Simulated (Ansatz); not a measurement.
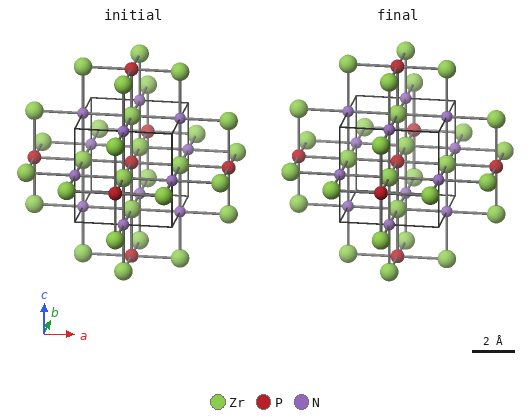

The structure of solid Zr3PN3 (a generated structure, set up in Pm-3m) (coarse preliminary run) before (left) and after (right) a relaxation, at one scale.

The picture is a ball-and-stick view of the cell of the calculation, seen from a free direction.

Method: Ansatz, DFT PBE, scalar-relativistic, plane waves, PAW.

The input:
```yaml
crystal:
  lattice:
    - [4.68899803, 0.0, 0.0]
    - [0.0, 4.68899803, 0.0]
    - [0.0, 0.0, 4.68899803]
  atoms:
    - { symbol: Zr, position: [0.5, 0.5, 0.0] }
    - { symbol: Zr, position: [0.0, 0.5, 0.5] }
    - { symbol: Zr, position: [0.5, 0.0, 0.5] }
    - { symbol: P, position: [0.5, 0.5, 0.5] }
    - { symbol: "N", position: [0.5, 0.0, 0.0] }
    - { symbol: "N", position: [0.0, 0.5, 0.0] }
    - { symbol: "N", position: [0.0, 0.0, 0.5] }
basis:
  ecutwfc: 420
kpoints:
  mp_grid: { grid: [4, 4, 4] }
hamiltonian:
  xc: pbe
scf:
  occupations: { method: gaussian, width: 0.1 }
  lower_state_search: "off"
output:
  forces: true
  stress: true
  eigenvalues: true
relax:
  adjacent_minimum: "off"
  f_tol: 0.04
  max_steps: 70
  cell: { stress_tol: 0.4 }
```

Run as
```bash
ansatz run input.yaml --threads 1 --pin off --max-ram 2048MiB --backend cpu --events-out ev --progress --plain --runs-dir out
```

**Describe what moved and what it gained.**

The energy falls by 20.1 meV per atom in 2 accepted moves (3 points after the start). All forces vanish by symmetry, so only the cell relaxes. The pressure goes from 8.98 to −0.08 GPa. At 1 point the geometry stayed and the basis and grid were re-selected for the new cell (energy shift of 1.5 meV per atom at most each time). The atoms keep their places relative to the cell (all moves are under 0.005 Å). The drawn cell changes as follows: a = b = c 4.689 → 4.768 Å (+1.7 %); the volume changes by +5.1 %. Among the contacts that change: Zr1–Zr2 3.316 → 3.372 Å, Zr1–P4 2.344 → 2.384 Å, Zr1–N5 2.344 → 2.384 Å. The space group stays Pm-3m (No. 221). The run took 9.4 s on 1 thread of Arm Neoverse V2 (shared host), peak memory 0.36 GiB.
